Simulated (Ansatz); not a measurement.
# A hypothetical structure for LaBe4Si

This structure for LaBe4Si is made up. Its elements were placed in a known structure type with a cell scaled to their sizes. What cell does the guess relax to, and how far off was it?

Program: Ansatz 0.2.0. Level of theory: DFT, PBE, plane-wave PAW, files of the set soft_1, scalar-relativistic, no spin, cell and ions relaxed at zero pressure; PAW set soft_1, in the first sound run; inputs show where later runs differ. Results are calculated unless marked as measured.

### Step 1. Starting point

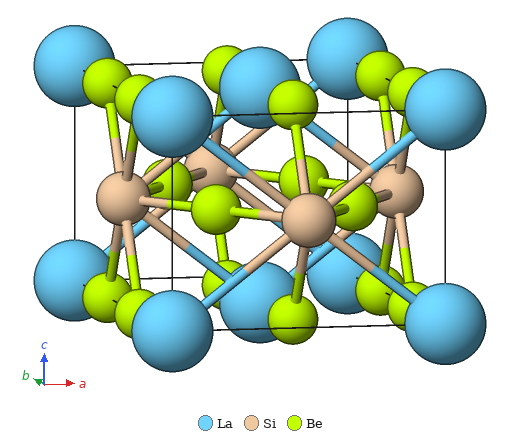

The cell as given, slightly off an axis (lanthanum blue, silicon light orange, beryllium green). This picture shows the conventional cell, with its axes. Some periodic images of atoms are drawn too.

### Step 2. Relaxing cell and atoms

The guessed cell has no reason to be at equilibrium. It is relaxed with the atoms, within the space group of the guess.

input.yaml

```yaml
crystal:
  lattice:
    - [2.5785, -4.071, 0.0]
    - [2.5785, 4.071, 0.0]
    - [0.0, 0.0, 3.979]
  atoms:
    - { symbol: La, position: [0.0, 0.0, 0.0] }
    - { symbol: Si, position: [0.5, 0.5, 0.5] }
    - { symbol: Be, position: [0.0, 0.5, 0.5] }
    - { symbol: Be, position: [0.5, 0.0, 0.5] }
    - { symbol: Be, position: [0.6636, 0.3364, 0.0] }
    - { symbol: Be, position: [0.3364, 0.6636, 0.0] }
kpoints:
  mp_grid: { grid: [6, 6, 7] }
scf:
  occupations: { method: fermi_dirac, width: 0.05 }
hamiltonian:
  xc: pbe
  pseudopotentials: { kind: paw, azcp: { folder: soft_1 } }
relax:
  f_tol: 0.015
  max_steps: 70
  cell: {}
output:
  forces: true
  stress: true
```

On the command line:

```sh
$ ansatz run input.yaml --threads 4 --pin off --max-ram 10240MiB --backend cpu --events-out ev --progress --plain --runs-dir out
```

Numbers of over 12 decimals in the logs are rounded to 6 here.

The program printed:

```text
Engine: ansatz 0.2.0, aarch64-unknown-linux-gnu
Pseudopotentials: kind: paw
Pseudopotential: La, paw, valence charge 11, recommended cutoff 420 eV (normal), soft_1/La.paw.azcp
Pseudopotential: Si, paw, valence charge 4, recommended cutoff 420 eV (normal), soft_1/Si.paw.azcp
Pseudopotential: Be, paw, valence charge 2, recommended cutoff 420 eV (normal), soft_1/Be.paw.azcp
Functional definition: PBE
  parameter kappa = 0.804
  parameter beta = 0.066725
  exchange = pbe_x(kappa = kappa, mu = beta*pi^2/3)
  correlation = pbe_c(beta = beta)
Crystal: 6 atoms, lattice volume = 83.536 Å³
Basis set: ecut = 420 eV, 1637 PW (Γ), exchange–correlation on 72×72×54 points (8 copies of the dense FFT grid, shifted against one another)
Bands: 18, of which v1, the nominal top of the filled ones, is band 12 counted from 1 (11 counted from 0)
Symmetry: 8 space group operations
Space group: Cmmm (ITA 65), of the structure as read, at distance tolerance 4.4e-5 Å
k-points: 52 of 252
Non-local potential: La, projectors of the file, l = 0: 3, l = 1: 2, l = 2: 2, l = 3: 3
Non-local potential: Si, projectors of the file, l = 0: 2, l = 1: 2, l = 2: 1
Non-local potential: Be, projectors of the file, l = 0: 2, l = 1: 2, l = 2: 1
PAW form: soft (Blöchl's): semilocal exchange-correlation on the pseudo side does not see the compensation charge
PAW one-centre angular grid: La, 590 points (default); XC on 64 Gauss nodes
PAW one-centre angular grid: Si, 110 points (default); XC on 64 Gauss nodes
PAW one-centre angular grid: Be, 110 points (default); XC on 64 Gauss nodes
Initial density: superposition of atomic densities (chi_scale 0.1, normalization cell, long waves kept (reshape's long-wave potential 0.00 eV rms))
Initial wavefunctions: pseudopotential atomic-orbital guess
Functional: x = pbe(κ = 0.804, μ = 0.219515), c = pbe(β = 0.066725)
SCF iter   1: F=—  HF=-7257.393589 eV  |F-HF|=—  |Δ(HF+E_count)|=         —  Δρ=2.15e-2  dr2=7.07e-1  ethr=3.10e-3  ⟨swp⟩=7.1  Hψ=5932  notcnv=0
preconditioner: auto → Kerker (q_TF=auto, 2.201 Å⁻¹)  [metal: Δε(μ)=0.034 eV  Ē_g=9.267 eV  σ=0.050 eV  W_gap=0.17  n_scr=16 (ndim 8)  ℏωp=18.6 eV  f_vac=0.000  D(μ)=3.09/eV (n_scr^D=22)]
SCF iter   2: F=—  HF=-7257.217006 eV  |F-HF|=—  |Δ(HF+E_count)|=   1.77e-1  Δρ=1.23e-2  dr2=2.11e-1  ethr=3.07e-3  ⟨swp⟩=1.8  Hψ=1420  notcnv=0  defer=3
SCF iter   3: F=—  HF=-7257.149131 eV  |F-HF|=—  |Δ(HF+E_count)|=   6.79e-2  Δρ=1.56e-3  dr2=1.78e-3  ethr=9.18e-4  ⟨swp⟩=2.8  Hψ=1701  notcnv=0  defer=21
SCF iter   4: F=—  HF=-7257.148884 eV  |F-HF|=—  |Δ(HF+E_count)|=   2.47e-4  Δρ=3.74e-4  dr2=1.43e-4  ethr=7.74e-6  ⟨swp⟩=2.1  Hψ=1825  notcnv=0  defer=27
SCF iter   5: F=—  HF=-7257.148862 eV  |F-HF|=—  |Δ(HF+E_count)|=   2.20e-5  Δρ=6.73e-5  dr2=6.78e-6  ethr=6.23e-7  ⟨swp⟩=2.5  Hψ=1465  notcnv=0  defer=27
SCF iter   6: F=—  HF=-7257.148873 eV  |F-HF|=—  |Δ(HF+E_count)|=   1.15e-5  Δρ=1.47e-5  dr2=3.47e-7  ethr=2.95e-8  ⟨swp⟩=2.7  Hψ=1510  notcnv=0  defer=27
SCF iter   7: F=-7257.148873 eV  HF=-7257.148873 eV  |F-HF|=6.96e-9  |Δ(HF+E_count)|=   6.74e-8  Δρ=2.96e-6  dr2=1.25e-8  ethr=4.35e-10  ⟨swp⟩=4.2  Hψ=3011  notcnv=0
SCF 1 converged in 7 iterations: F = -7257.148873 eV  dr2 = 1.25e-8
  greatest PAW one-centre occupation: 0.970 electrons in one spin orbital (limit 2), on the La atom at site 0 (counted from 0), in its partial waves of l = 0
relax step   1: F+E_penalty+E_count = -7257.14887315 eV  Δ(F+E_penalty+E_count) = +0.000e0 eV  max|allowed force component| = 1.210e-1 eV/Å  Δτ_max = 0.0000 Å  P = -2.409 GPa  Ω = 83.536 Å³  (7 SCF iters, dr2 threshold 1.00e-7 eV, accepted)
Crystal: 6 atoms, lattice volume = 80.083 Å³
Basis set: ecut = 420 eV, 1591 PW (Γ), exchange–correlation on 72×72×54 points (8 copies of the dense FFT grid, shifted against one another)
Initial density: handed on by an earlier stage of this run
Initial wavefunctions: those handed on with the density
iter 1 solved again at ethr=1.35e-4 eV; its pass at ethr=3.10e-3 eV (dr2=3.12e-2 eV) is discarded
SCF iter   1: F=—  HF=-7257.484596 eV  |F-HF|=—  |Δ(HF+E_count)|=         —  Δρ=4.90e-3  dr2=3.09e-2  ethr=1.35e-4  ⟨swp⟩=2.0  Hψ=8912  notcnv=0
preconditioner: auto → Kerker (q_TF=auto, 2.216 Å⁻¹)  [metal: Δε(μ)=0.025 eV  Ē_g=9.430 eV  σ=0.050 eV  W_gap=0.12  n_scr=20 (ndim 8)  ℏωp=19.0 eV  f_vac=0.000  D(μ)=2.82/eV (n_scr^D=20)]
SCF iter   2: F=—  HF=-7257.479015 eV  |F-HF|=—  |Δ(HF+E_count)|=   5.58e-3  Δρ=3.05e-3  dr2=1.24e-2  ethr=1.34e-4  ⟨swp⟩=2.4  Hψ=1239  notcnv=0
SCF iter   3: F=—  HF=-7257.475853 eV  |F-HF|=—  |Δ(HF+E_count)|=   3.16e-3  Δρ=3.84e-4  dr2=8.90e-5  ethr=5.37e-5  ⟨swp⟩=3.0  Hψ=1757  notcnv=0
SCF iter   4: F=—  HF=-7257.475833 eV  |F-HF|=—  |Δ(HF+E_count)|=   1.99e-5  Δρ=7.51e-5  dr2=7.53e-6  ethr=3.87e-7  ⟨swp⟩=2.1  Hψ=1491  notcnv=0
SCF iter   5: F=-7257.475832 eV  HF=-7257.475832 eV  |F-HF|=3.75e-8  |Δ(HF+E_count)|=   9.11e-7  Δρ=2.41e-5  dr2=3.30e-7  ethr=2.61e-9  ⟨swp⟩=3.4  Hψ=3982  notcnv=0
SCF 2 converged in 5 iterations: F = -7257.475832 eV  dr2 = 3.30e-7
  greatest PAW one-centre occupation: 0.969 electrons in one spin orbital (limit 2), on the La atom at site 0 (counted from 0), in its partial waves of l = 0
relax step   2: F+E_penalty+E_count = -7257.47583195 eV  Δ(F+E_penalty+E_count) = -3.270e-1 eV  max|allowed force component| = 7.437e-1 eV/Å  Δτ_max = 0.0087 Å  P = +1.764 GPa  Ω = 80.083 Å³  energy of the carried Pulay correction = +3.456e-4 eV  (5 SCF iters, dr2 threshold 6.00e-7 eV, accepted)
Crystal: 6 atoms, lattice volume = 78.807 Å³
Basis set: ecut = 420 eV, 1551 PW (Γ), exchange–correlation on 72×72×54 points (8 copies of the dense FFT grid, shifted against one another)
iter 1 solved again at ethr=1.19e-4 eV; its pass at ethr=3.10e-3 eV (dr2=2.74e-2 eV) is discarded
SCF iter   1: F=—  HF=-7257.627851 eV  |F-HF|=—  |Δ(HF+E_count)|=         —  Δρ=4.07e-3  dr2=2.76e-2  ethr=1.19e-4  ⟨swp⟩=1.8  Hψ=9022  notcnv=0
preconditioner: auto → none  [metal: Δε(μ)=0.012 eV  Ē_g=9.434 eV  σ=0.050 eV  W_gap=0.06  n_scr=8 (ndim 8)  ℏωp=19.2 eV  f_vac=0.000  D(μ)=1.92/eV (n_scr^D=8)]
SCF iter   2: F=—  HF=-7257.621204 eV  |F-HF|=—  |Δ(HF+E_count)|=   6.65e-3  Δρ=1.77e-3  dr2=4.26e-3  ethr=1.19e-4  ⟨swp⟩=3.3  Hψ=1826  notcnv=0  defer=2
SCF iter   3: F=—  HF=-7257.620262 eV  |F-HF|=—  |Δ(HF+E_count)|=   9.42e-4  Δρ=8.55e-4  dr2=4.58e-4  ethr=1.85e-5  ⟨swp⟩=2.5  Hψ=1707  notcnv=0  defer=1
SCF iter   4: F=—  HF=-7257.620237 eV  |F-HF|=—  |Δ(HF+E_count)|=   2.47e-5  Δρ=2.66e-4  dr2=4.38e-5  ethr=1.99e-6  ⟨swp⟩=2.2  Hψ=1464  notcnv=0  defer=1
SCF iter   5: F=—  HF=-7257.620241 eV  |F-HF|=—  |Δ(HF+E_count)|=   3.68e-6  Δρ=7.15e-5  dr2=4.01e-6  ethr=1.90e-7  ⟨swp⟩=2.3  Hψ=1494  notcnv=0  defer=1
SCF iter   6: F=-7257.620241 eV  HF=-7257.620241 eV  |F-HF|=2.35e-7  |Δ(HF+E_count)|=   4.13e-7  Δρ=2.06e-5  dr2=4.46e-7  ethr=2.61e-9  ⟨swp⟩=5.3  Hψ=3613  notcnv=0
SCF 3 converged in 6 iterations: F = -7257.620241 eV  dr2 = 4.46e-7
relax step   3: F+E_penalty+E_count = -7257.62024122 eV  Δ(F+E_penalty+E_count) = -1.444e-1 eV  max|allowed force component| = 5.799e-1 eV/Å  Δτ_max = 0.0776 Å  P = +3.578 GPa  Ω = 78.807 Å³  energy of the carried Pulay correction = +4.770e-4 eV  (6 SCF iters, dr2 threshold 6.00e-7 eV, accepted)
[...]
relax step   4: F+E_penalty+E_count = -7257.76526633 eV  Δ(F+E_penalty+E_count) = -1.450e-1 eV  max|allowed force component| = 2.052e-1 eV/Å  Δτ_max = 0.1126 Å  P = +0.379 GPa  Ω = 81.451 Å³  energy of the carried Pulay correction = +2.070e-4 eV  (5 SCF iters, dr2 threshold 6.00e-7 eV, accepted)
[...]
relax step   5: F+E_penalty+E_count = -7257.78190436 eV  Δ(F+E_penalty+E_count) = -1.664e-2 eV  max|allowed force component| = 1.279e-2 eV/Å  Δτ_max = 0.0554 Å  P = +0.097 GPa  Ω = 81.869 Å³  energy of the carried Pulay correction = +1.651e-4 eV  (5 SCF iters, dr2 threshold 6.00e-7 eV, accepted)
[...]
relax step   6: F+E_penalty+E_count = -7257.78226978 eV  Δ(F+E_penalty+E_count) = -3.654e-4 eV  max|allowed force component| = 1.181e-2 eV/Å  Δτ_max = 0.0002 Å  P = -0.058 GPa  Ω = 81.981 Å³  energy of the carried Pulay correction = +1.538e-4 eV  (3 SCF iters, dr2 threshold 4.49e-7 eV, accepted)
[...]
relax step   7: F+E_penalty+E_count = -7257.78233215 eV  Δ(F+E_penalty+E_count) = -6.237e-5 eV  max|allowed force component| = 5.708e-5 eV/Å  Δτ_max = 0.0013 Å  P = -0.001 GPa  Ω = 81.932 Å³  energy of the carried Pulay correction = +1.587e-4 eV  (3 SCF iters, dr2 threshold 7.00e-8 eV, accepted)
[...]
relax step   8: F+E_penalty+E_count = -7257.78372072 eV  Δ(F+E_penalty+E_count) = -1.389e-3 eV  max|allowed force component| = 4.653e-4 eV/Å  Δτ_max = 0.0000 Å  P = +0.024 GPa  Ω = 81.932 Å³  stress off target by 7.13e-2 GPa  SCF on the basis re-selected at this cell (its energy is not comparable with the rows above)  (5 SCF iters)
[...]
relax step   9: F+E_penalty+E_count = -7257.78372689 eV  Δ(F+E_penalty+E_count) = -6.171e-6 eV  max|allowed force component| = 5.302e-4 eV/Å  Δτ_max = 0.0004 Å  P = +0.003 GPa  Ω = 81.958 Å³  energy of the carried Pulay correction = -2.531e-6 eV  (3 SCF iters, dr2 threshold 1.27e-8 eV, accepted)
iter 1 solved again at ethr=2.44e-6 eV; its pass at ethr=3.10e-3 eV (dr2=5.61e-4 eV) is discarded
SCF iter   1: F=—  HF=-7257.783712 eV  |F-HF|=—  |Δ(HF+E_count)|=         —  Δρ=5.10e-6  dr2=2.03e-8  ethr=2.44e-6  ⟨swp⟩=2.5  Hψ=8058  notcnv=0
eigensolver tolerance schedule: the retry pair's looser diagonalisation over-reported the residual by 27670.77 of it (diagonalisation noise at an unbounded share of the residual, at the tolerance the schedule requests for it); recorded, not acted on — ethr = c·dr2/N_el stays at c = 1.0e-1
preconditioner: auto → Kerker (q_TF=auto, 2.208 Å⁻¹)  [metal: Δε(μ)=0.031 eV  Ē_g=9.279 eV  σ=0.050 eV  W_gap=0.15  n_scr=12 (ndim 8)  ℏωp=18.8 eV  f_vac=0.000  D(μ)=1.74/eV (n_scr^D=8)]
SCF iter   2: F=—  HF=-7257.783729 eV  |F-HF|=—  |Δ(HF+E_count)|=   1.64e-5  Δρ=2.38e-6  dr2=4.86e-9  ethr=8.81e-11  ⟨swp⟩=3.1  Hψ=2130  notcnv=0
SCF iter   3: F=—  HF=-7257.783729 eV  |F-HF|=—  |Δ(HF+E_count)|=  2.36e-10  Δρ=1.38e-6  dr2=1.72e-9  ethr=2.11e-11  ⟨swp⟩=1.0  Hψ=937  notcnv=0
SCF iter   4: F=—  HF=-7257.783729 eV  |F-HF|=—  |Δ(HF+E_count)|=  1.26e-10  Δρ=2.92e-7  dr2=8.08e-11  ethr=7.47e-12  ⟨swp⟩=1.9  Hψ=1320  notcnv=0
SCF iter   5: F=-7257.783729 eV  HF=-7257.783729 eV  |F-HF|=9.09e-13  |Δ(HF+E_count)|=  7.28e-12  Δρ=8.31e-8  dr2=6.28e-12  ethr=1.00e-12  ⟨swp⟩=4.0  Hψ=2939  notcnv=0
SCF 10 converged in 5 iterations: F = -7257.783729 eV  dr2 = 6.28e-12
relax step  10: F+E_penalty+E_count = -7257.78372866 eV  Δ(F+E_penalty+E_count) = -1.772e-6 eV  max|allowed force component| = 5.474e-4 eV/Å  Δτ_max = 0.0000 Å  P = +0.003 GPa  Ω = 81.958 Å³  stress off target by 5.74e-3 GPa  SCF on the basis re-selected at this cell (its energy is not comparable with the rows above)  (5 SCF iters)
basis re-selected at this cell: Δ(F+E_penalty+E_count) = -1.772e-6 eV, ΔP = +0.000 GPa vs the last step (what re-selecting the basis moved, of the pressure what is left beyond the Pulay correction that the steps carried, after the strain that the cell walked since its last selection, with what the two solves' SCF thresholds leave and, on support functions, any second-order correction that the steps lacked; it is no m [...]
SCF converged after 5 iterations
Free energy (F): -7257.783729 eV
Harris-Foulkes:  -7257.783729 eV  (|F-HF|=9.09e-13)
Internal energy: -7257.768784 eV  (E = F + TS)
E sigma→0 (E₀):  -7257.776256 eV
Entropy (-TS):   -0.014945 eV (-2.491 meV/atom)
Fermi energy:    9.484166 eV
--- Per-component energies (eV) ---
  E_band       = 6.272305
  E_kinetic    = 307.662393
  E_local      = -325.449433  (includes V_loc(G=0)·N_el)
  E_nonlocal   = 124.705766
  E_hartree    = 127.113031
  E_xc         = -280.321299
  E_vxc        = -274.875274  (∫ρ·V_xc dr)
  E_paw        = -6163.217289  (= ΣΔE_a)
  E_vpaw       = -79.997216  (= ΣTr[D̂ρ^β])
  E_aug_tail   = 0.000035  (compensation charges beyond the density's cutoff)
  E_ewald      = -1048.261987
  E_smearing   = -0.014945  (= −TS)
  E_closure    = -0.000000  (closes the sum)
  Σ components = -7257.783729   (vs F -7257.783729, Δ=0.00e0)
--- Forces (eV/Å), atoms counted from 1 ---
  atom   1  La     0.00000000     0.00000000     0.00000000
  atom   2  Si     0.00000000     0.00000000     0.00000000
  atom   3  Be     0.00000000     0.00000000     0.00000000
  atom   4  Be    -0.00000000     0.00000000     0.00000000
  atom   5  Be     0.00000000    -0.00054744     0.00000000
  atom   6  Be     0.00000000     0.00054744     0.00000000
  max |Σ_I F_I| component: 1.23e-32 eV/Å
--- Stress (GPa, compression-positive) ---
        0.002741       0.000000       0.000000
        0.000000      -0.000585       0.000000
        0.000000       0.000000       0.005739
  P = ⅓ Tr σ = 0.0026 GPa (0.026 kbar)
--- Relaxed structure (8 steps of the walk, 8 accepted, 2 SCFs on fresh bases) ---
  F+E_penalty+E_count = -7257.78372866 eV   max|allowed force component| = 5.474e-4 eV/Å   (the final SCF, on the basis selected at the relaxed cell)
  cell:  # Å, volume = 81.9581 Å³
    - [2.412576, -4.550000, 0.0]
    - [2.412576, 4.550000, 0.0]
    - [0.0, 0.0, 3.733098]
  atoms:
    - { symbol: La, position: [0, 0, 0.0] }
    - { symbol: Si, position: [0.5, 0.5, 0.500000] }
    - { symbol: Be, position: [0.0, 0.5, 0.500000] }
    - { symbol: Be, position: [0.5, 0.0, 0.500000] }
    - { symbol: Be, position: [0.692571, 0.307429, 0.0] }
    - { symbol: Be, position: [0.307429, 0.692571, 0.0] }
```

Elapsed: 10 s, on 4 threads of Arm Neoverse V2, shared host; peak memory 0.45 GiB; 38 s of CPU time.

Relaxation path:

```csv
step,energy less that of the first step (eV),largest force component (eV/Å),pressure (GPa),volume (Å³)
1,0.0000,0.1210,-2.41,83.54
2,-0.3270,0.7437,1.76,80.08
3,-0.4714,0.5799,3.58,78.81
4,-0.6164,0.2052,0.38,81.45
5,-0.6330,0.0128,0.10,81.87
6,-0.6334,0.0118,-0.06,81.98
7,-0.6335,0.0001,0.00,81.93
8*,-0.6348,0.0005,0.02,81.93
9,-0.6349,0.0005,0.00,81.96
10*,-0.6349,0.0005,0.00,81.96
```

Relaxation steps marked * repeat the geometry before them on a plane-wave basis chosen anew for their cell, so energy and pressure can jump there.

Forces are held to the 8 operations that the run works with; a distortion that breaks them can't arise in this run.

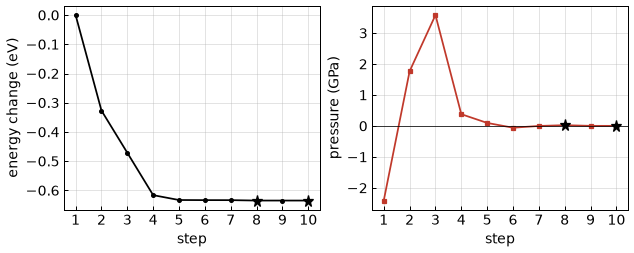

Energy and pressure along the relaxation. Stars mark steps on a basis chosen anew.

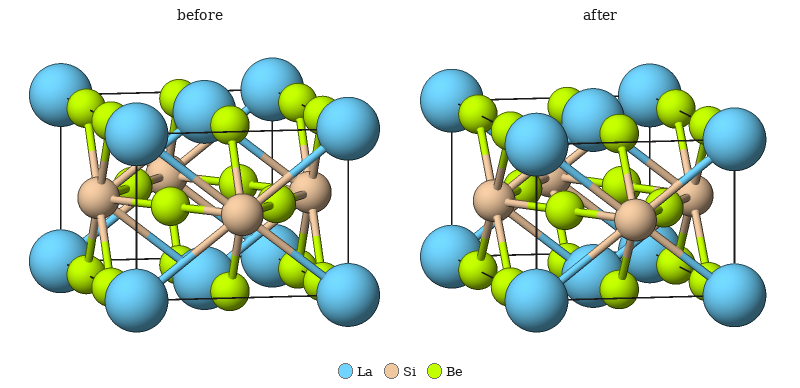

Before and after, at one scale.

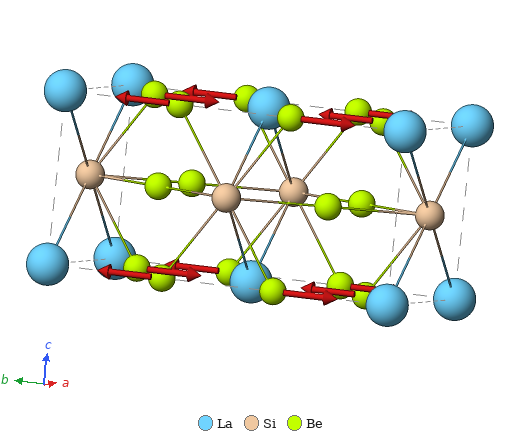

Displacements in the relaxation, exaggerated, measured against the changing cell; the longest in the cell stands for 0.26 Å. Some periodic images of atoms are drawn too.

```csv
"conventional cell, symmetrised",before,after,change
a (Å),5.157,4.825,-6.4 %
b (Å),8.142,9.100,+11.8 %
c (Å),3.979,3.733,-6.2 %
volume (Å³/atom),13.92,13.66,-1.9 %
```

The atoms that moved most (Å, as changes of fractional coordinates times the final cell):

```csv
atom,dx,dy,dz,length
Be6,0.000,0.264,0.000,0.264
Be5,0.000,-0.264,0.000,0.264
```

Final coordinates:

```xyz
6
Lattice="2.4126 -4.5500 0.0000 2.4126 4.5500 0.0000 0.0000 0.0000 3.7331" Properties=species:S:1:pos:R:3 pbc="T T T"
La    0.0000    0.0000    0.0000
Si    2.4126    0.0000    1.8665
Be    1.2063    2.2750    1.8665
Be    1.2063   -2.2750    1.8665
Be    2.4126   -1.7524    0.0000
Be    2.4126    1.7524    0.0000
```

Numbers from this step:

* free energy: -7257.7837 eV
* energy at zero smearing: -7257.7763 eV
* smearing term TS: 0.01494 eV
* Fermi energy: 9.484 eV
* electrons: 23
* symmetry operations: 8
* pressure: 0.002632 GPa

The shortest distance of each pair, which need not be the same contact before and after:

```csv
pair,guess (Å),relaxed (Å)
Be–Be,2.473,2.283
Be–Si,2.394,2.560
Be–La,2.739,2.798
La–Si,3.257,3.050
La–La,3.979,3.733
```

The relaxation ends with a largest force component of 5.5e-4 eV/Å and a pressure of 0.00 GPa.

(Part 1 of 2 ends here.)

[Logs are printed without paths, hosts, clocks, repeated set-up lines and the standing remarks that a program may print on its own settings, such as how far it seeks lower states.]

[Hosts, paths, dates, database ids (printed as entryN), source tags and the programs' standing remarks are cut or masked in the printed files.]
